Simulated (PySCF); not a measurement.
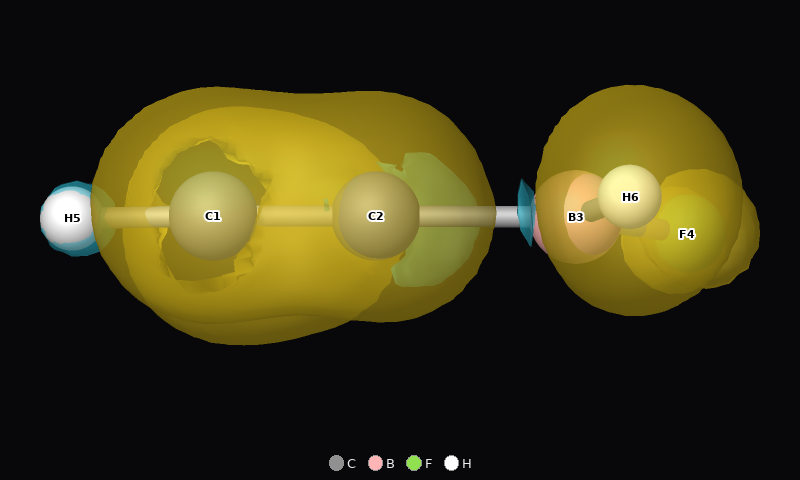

Figure. C2H2BF (charge +1, doublet). Isosurfaces of the spin density at +0.02 (yellow) and −0.02 e/Å³ (cyan), seen from one side.

Geometry: GFN2-xTB.

Theory: PySCF, UKS B3LYP, pcH-1 on B C F H, non-relativistic, mean-field spin-orbit, GIAO.

```tsv
atom	x (Å)	y (Å)	z (Å)
C	1.5721	-0.1110	0.2105
C	0.3690	-0.0175	0.0526
B	-1.1116	0.0615	-0.1532
F	-1.9771	-0.7782	-0.5382
H	2.6104	-0.3416	0.3022
H	-1.4597	1.1888	0.1308
```

**Where is the unpaired spin?**

The unpaired spin (1 electron) lies mostly on C1 (about 0.4), C2 (about 0.3), H6 (about 0.2) and B3 (about 0.1), in electrons by Hirshfeld's partition.
